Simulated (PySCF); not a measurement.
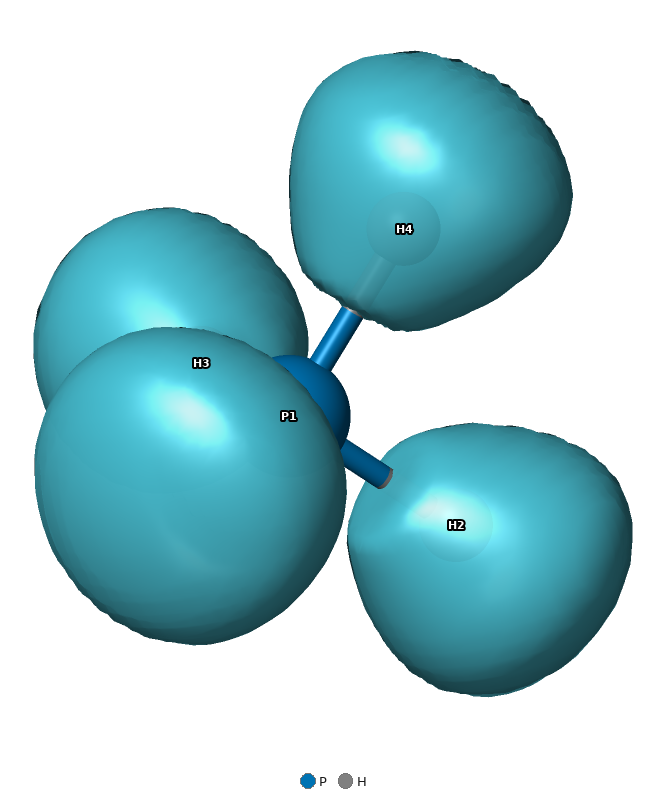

*PH3 (phosphine (ph3)). Isosurface of the electron localisation function at 0.9 (cyan), seen at a tilt. Only the valence region is drawn (cores and ρ < 0.01 e/Å³ removed).*

Geometry: PBE0-D3(BJ)/def2-SVP.

These are results of DFT single point, gas phase, functional wB97X in PySCF, not measurements.

**Describe the localisation domains.**

The surface consists of three regions around hydrogen nuclei and one lobe on P, pointing away from the bonds (lone pairs).

Values along the shortest contacts:
P–H (1.43 Å): the ELF climbs to about 1 towards the hydrogen, as it does in any bond to H.
